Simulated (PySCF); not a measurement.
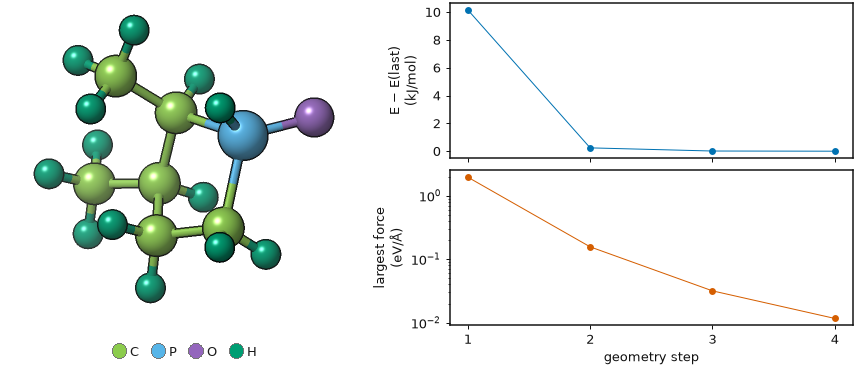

Beside the plot: the molecule at the start.

History of a geometry optimisation.

C6H13OP (SMILES C[C@@H]1CC[P@@H](=O)[C@@H]1C); PySCF 2.14.0, density fitting, PBE0-D3(BJ)/def2-SVP, geometry optimisation.

How did the optimisation end?

The optimisation met its thresholds at geometry 4, counting the start as the first. The energy fell by about 10 kJ/mol from the first step to the last. The largest force goes from about 2 eV/Å at the start to 0.012 eV/Å at the end.
